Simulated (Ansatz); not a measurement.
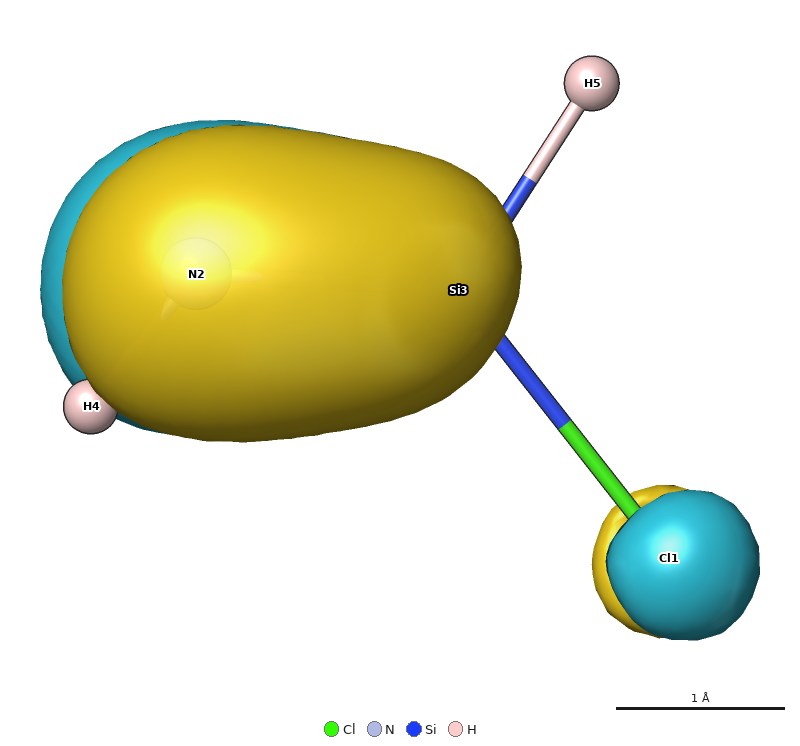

Figure 1: ClH2NSi (SMILES N=[SiH]Cl). The HOMO at ±0.15 Å⁻³ᐟ² (yellow and cyan are the two phases), seen across its widest extent.

Geometry: r2SCAN-D4/def2-TZVP.

Theory: isolated molecule in a Gaussian basis; Kohn-Sham density functional theory, functional PBE0 (Ansatz).

```json
{"atom": "Cl", "x (Å)": "2.1501", "y (Å)": "-1.7931", "z (Å)": "0.2594"}
{"atom": "N", "x (Å)": "0.0160", "y (Å)": "0.7426", "z (Å)": "0.2204"}
{"atom": "Si", "x (Å)": "0.6368", "y (Å)": "-0.5834", "z (Å)": "-0.3838"}
{"atom": "H", "x (Å)": "0.3233", "y (Å)": "1.1886", "z (Å)": "1.0748"}
{"atom": "H", "x (Å)": "0.0968", "y (Å)": "-1.1280", "z (Å)": "-1.6347"}
```

Question: What is the character of this orbital?

Answer: It lies mainly on N2 (about 60 %), Si3 (about 30 %) and Cl1 (about 5 %); it changes sign across the molecular plane (π type); π-bonding across N2–Si3. Its energy is −7.95 eV.
